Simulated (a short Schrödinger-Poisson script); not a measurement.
System: MOS inversion layer, SiO2 on p-type InP, at 300 K.

```csv
layer,material,thickness (nm),Na (cm⁻³)
1,SiO2,3.3,-
2,InP,580,6.8e17
```

Constants are typed, rounded textbook-type inputs, not results; the design itself was drawn at random and stands for no fabricated device. SiO2: permittivity 3.9, conduction-band edge (eV) 3.48, gap (eV) 9, electron mass (mₑ) 0.5. InP: permittivity 12.5, conduction-band edge (eV) 0, gap (eV) 1.344, Nv at 300 K (cm⁻³) 1.1e19.

Channel valleys (confinement mass, in-plane density-of-states mass, number): Γ 0.08, 0.08, 1. At the gate the conduction-band edge of layer 1 lies 3.9 eV − eVg above the Fermi level of the channel; the field vanishes at the back. Gaps are held at their typed values at every temperature. Mesh 0.03 nm at interfaces.

Solved with a short Schrödinger-Poisson script written for these runs: 1D Poisson equation in equilibrium, electrons quantum, Hartree (BenDaniel-Duke, 12 states a valley, the channel's in-plane mass for all, wave functions free to enter the dielectric), parabolic valleys, classical holes, full ionisation, no traps, pinning or gate leakage.

Only gate voltages with over 1e8 electrons/cm² are shown.

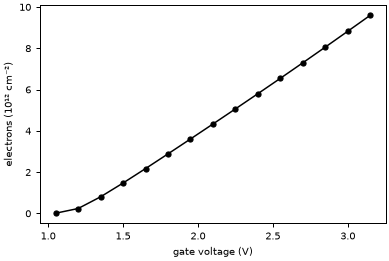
Figure: Sheet density against gate voltage

```tsv
Vg (V)	electrons (cm⁻²)	C (μF/cm²)	Γ E0 (meV)	Γ E1 (meV)
1.05	9.01e9	0.210	117.9	296.9
1.2	2.35e11	0.558	30.1	215.1
1.35	8.03e11	0.717	-11.0	179.4
1.5	1.47e12	0.761	-38.7	156.7
1.65	2.17e12	0.779	-62.6	137.8
1.8	2.88e12	0.788	-85.1	120.1
1.95	3.60e12	0.794	-107.0	102.9
2.1	4.33e12	0.799	-128.5	86.1
2.25	5.06e12	0.804	-149.7	69.7
2.4	5.80e12	0.809	-170.5	54.0
2.55	6.54e12	0.815	-190.7	39.1
2.7	7.30e12	0.822	-210.1	25.5
2.85	8.06e12	0.828	-228.8	13.0
3	8.82e12	0.833	-246.9	1.5
3.15	9.60e12	0.838	-264.3	-9.0
```

Subbands count from the Fermi level.

Above a few 1e12 electrons/cm² a light Γ valley is non-parabolic and upper valleys begin to fill, which the model leaves out.
